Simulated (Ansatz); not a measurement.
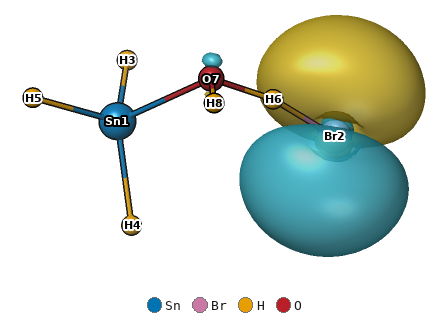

*BrH5OSn. One frontier orbital at ±0.1 Å⁻³ᐟ² (yellow and cyan are the two phases), seen from one side.*

A transition-state structure; geometry: PBE0-D4/def2-TZVP; core potentials replace the inner electrons of Sn.

Computed with RKS PBE0-D4/def2-TZVPP in Ansatz.

```xyz
8

Sn   -0.8593   -0.5339   -0.3274
Br    2.6569   -0.3053    0.0098
H    -0.3569   -0.7484   -1.9219
H    -0.5148   -1.7575    0.7890
H    -2.4503    0.0611   -0.1762
H     1.3437    0.6834    0.2194
O     0.1877    1.1322    0.2631
H    -0.0071    1.4683    1.1442
```

Question: Which orbital is it: HOMO or LUMO?

Answer: The HOMO, at −7.07 eV. It lies mainly on Br2 (about 95 %); largely a lone pair of Br2.
